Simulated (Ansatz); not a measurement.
# C3H6F2: rigid torsion scan, by script

Wanted for C3H6F2: a rigid torsion scan.

All numbers are computed with Ansatz 0.2.0 through its Python package. The levels of theory stand in the script.

**1. The system**

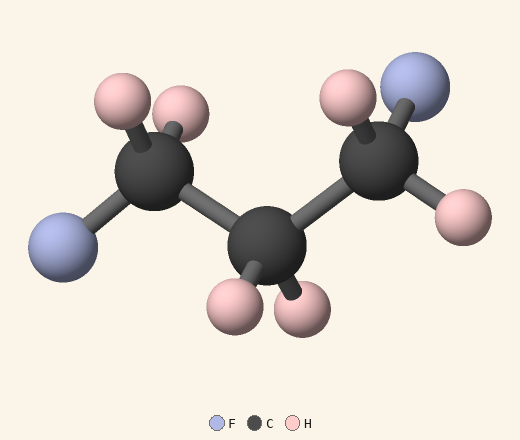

The starting structure, viewed from a chosen angle; fluorine light blue, carbon dark grey, hydrogen pink.

No structure file is read: the coordinates are typed or built in the script.

**2. The code**

Input file torsion_c3h6f2.py:

```python
"""Energy of C3H6F2 as one group turns about a bond."""

import warnings

import ansatz as az
from ase import Atoms


def main() -> None:
    warnings.simplefilter("ignore", az.DeckWarning)

    atoms = Atoms(["F", "C", "C", "C", "F", "H", "H", "H", "H", "H", "H"], positions=[
        (-1.9202, 1.3925, -0.0726),
        (-0.742, 1.0204, 0.2765),
        (-0.399, -0.3086, -0.3737),
        (0.9761, -0.8625, 0.0447),
        (1.9403, 0.0961, -0.2662),
        (-0.6821, 0.9217, 1.3809),
        (-0.0016, 1.8002, 0.0222),
        (-0.3814, -0.1732, -1.4676),
        (-1.1983, -1.0334, -0.1549),
        (0.9963, -1.0078, 1.1051),
        (1.2372, -1.8184, -0.4863),
    ])

    # start the scan from a relaxed geometry
    first = az.Crystal.molecule_from_ase(atoms).calculation()
    first = first.basis(gaussian="cc-pVDZ")
    first = first.functional("pbe0")
    first = first.relax(force_tolerance=0.02, max_steps=80)
    atoms.positions = first.run(threads=1).report["positions_ang"]

    start = atoms.get_dihedral(3, 2, 1, 0)
    energies = {}
    for turn in range(0, 360, 30):
        turned = atoms.copy()
        turned.set_dihedral(3, 2, 1, 0, start + turn, indices=[0, 1, 5, 6])
        calculation = az.Crystal.molecule_from_ase(turned).calculation().basis(gaussian="cc-pVDZ").correlation("mp2")
        energies[round((start + turn) % 360)] = calculation.run(threads=1).report["free_energy_ev"]
    floor = min(energies.values())
    print("dihedral C3-C2-C1-F0 (deg)   E - E(min) (eV)")
    for angle, e in sorted(energies.items()):
        print(f"{angle:8d} {(e - floor):14.3f}  " + "#" * int(30 * (e - floor) / max(max(energies.values()) - floor, 1e-9)))


if __name__ == "__main__":
    main()
```

**3. The calls as engine input**

The engine receives this input (first run):

```yaml
crystal:
  periodic: [false, false, false]
  atoms:
    - { symbol: F, position_ang: [-1.9202, 1.3925, -0.0726] }
    - { symbol: C, position_ang: [-0.742, 1.0204, 0.2765] }
    - { symbol: C, position_ang: [-0.399, -0.3086, -0.3737] }
    - { symbol: C, position_ang: [0.9761, -0.8625, 0.0447] }
    - { symbol: F, position_ang: [1.9403, 0.0961, -0.2662] }
    - { symbol: H, position_ang: [-0.6821, 0.9217, 1.3809] }
    - { symbol: H, position_ang: [-0.0016, 1.8002, 0.0222] }
    - { symbol: H, position_ang: [-0.3814, -0.1732, -1.4676] }
    - { symbol: H, position_ang: [-1.1983, -1.0334, -0.1549] }
    - { symbol: H, position_ang: [0.9963, -1.0078, 1.1051] }
    - { symbol: H, position_ang: [1.2372, -1.8184, -0.4863] }
basis:
  gaussian:
    orbitals: cc-pVDZ
hamiltonian:
  xc: pbe0
relax:
  f_tol: 0.02
  max_steps: 80
```

**4. Launch**

Started as:

```console
$ python torsion_c3h6f2.py
```

The log of the run:

```text
dihedral C3-C2-C1-F0 (deg)   E - E(min) (eV)
      29          0.321  ##############################
      59          0.161  ###############
      89          0.167  ###############
     119          0.229  #####################
     149          0.137  ############
     179          0.050  ####
     209          0.126  ###########
     239          0.198  ##################
     269          0.092  ########
     299          0.000
     329          0.123  ###########
     359          0.310  ############################
```

Run time: 54 s. Hardware: 1 thread of Intel Xeon Platinum 8259CL at 2.50GHz (Skylake/Cascade Lake), shared host; peak memory 0.28 GiB.

**5. Path of the relaxation of run 0**

Relaxation path:

| step | E - E(step 1) (eV) | largest force component (eV/Å) |
| --- | --- | --- |
| 1 | 0.0000 | 4.1528 |
| 2 | -0.2172 | 1.8015 |
| 3 | -0.2611 | 0.2376 |
| 4 | -0.2660 | 0.0575 |
| 5 | -0.2663 | 0.0079 |

Step 1 is the start.

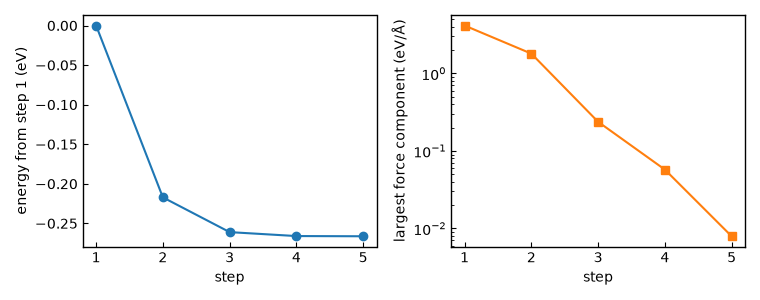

Energy and largest force along the relaxation.

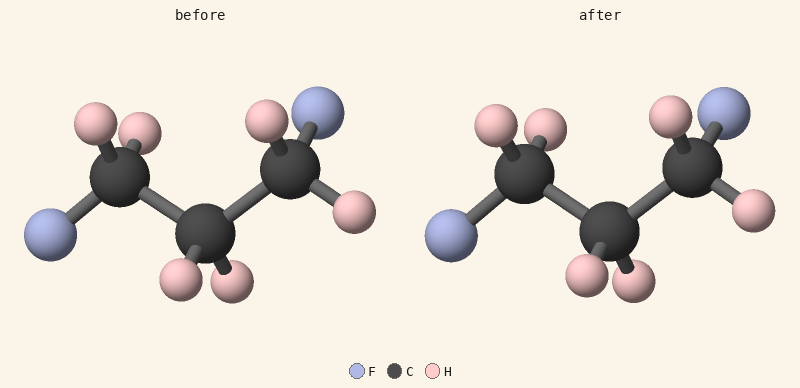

The structure before (left) and after (right) the relaxation, drawn at the same scale.

Before: Bond lengths: F1–C2 1.284 Å, C2–C3 1.519 Å, C3–C4 1.540 Å, C4–F5 1.395 Å, C2–H6 1.110 Å, C2–H7 1.105 Å, C3–H8 1.102 Å, C3–H9 1.101 Å, C4–H10 1.070 Å, C4–H11 1.124 Å. Angles (14 of 18 angles, heavy atoms first): F1–C2–C3 110.1°, C2–C3–C4 113.6°, C3–C4–F5 108.0°, F1–C2–H6 110.2°, F1–C2–H7 110.4°, C3–C2–H6 109.6°, C3–C2–H7 111.6°, C2–C3–H8 108.7°, C2–C3–H9 109.1°, C4–C3–H8 107.4°, C4–C3–H9 110.9°, C3–C4–H10 109.6°, C3–C4–H11 112.6°, F5–C4–H10 107.5°.

After: Bond lengths: F1–C2 1.382 Å, C2–C3 1.512 Å, C3–C4 1.509 Å, C4–F5 1.388 Å, C2–H6 1.105 Å, C2–H7 1.101 Å, C3–H8 1.102 Å, C3–H9 1.103 Å, C4–H10 1.104 Å, C4–H11 1.102 Å. Angles (14 of 18 angles, heavy atoms first): F1–C2–C3 109.9°, C2–C3–C4 112.3°, C3–C4–F5 110.0°, F1–C2–H6 108.2°, F1–C2–H7 108.7°, C3–C2–H6 111.0°, C3–C2–H7 110.6°, C2–C3–H8 109.1°, C2–C3–H9 109.5°, C4–C3–H8 109.5°, C4–C3–H9 108.9°, C3–C4–H10 111.4°, C3–C4–H11 111.1°, F5–C4–H10 107.6°.

Run 0 is this relaxation; the runs after it count from 1.

**6. The runs side by side**

From the records of these 12 runs:

| run | turn (°) | energy from run 5 (eV) | iterations in all | CPU time (s) |
| --- | --- | --- | --- | --- |
| 1 | 0 | 0.0500 | 14 | 1.8 |
| 2 | 30 | 0.1259 | 14 | 1.8 |
| 3 | 60 | 0.1980 | 14 | 1.8 |
| 4 | 90 | 0.0916 | 14 | 2 |
| 5 | 120 | 0.0000 | 14 | 2.1 |
| 6 | 150 | 0.1234 | 14 | 2 |
| 7 | 180 | 0.3099 | 14 | 2 |
| 8 | 210 | 0.3214 | 14 | 1.9 |
| 9 | 240 | 0.1614 | 14 | 1.9 |
| 10 | 270 | 0.1668 | 14 | 1.9 |
| 11 | 300 | 0.2288 | 14 | 1.8 |
| 12 | 330 | 0.1366 | 14 | 1.8 |

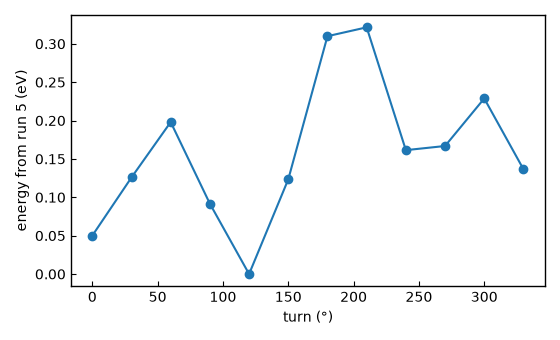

Energy against turn; lines join the points.

**7. Results**

| quantity | value |
| --- | --- |
| runs compared | 12 |
| range of energy | 0.321 eV |
| lowest point, turn (°) | 120 |

In words: The lowest point is at 299° and the highest at 29°, 0.321 eV (31.0 kJ/mol) above it, with the rest of the molecule held. Run 0: After 4 moves the largest shift is 0.085 Å, of atom 1 (F). The scan is rigid and the energies are electronic, in a modest basis. With rigid groups the curve can differ much from the relaxed path, the start wasn't checked as a minimum of this torsion, and equivalent turns needn't return to the same energy. The start is relaxed with a density functional and scanned with the wavefunction method, so it isn't exactly that method's minimum.
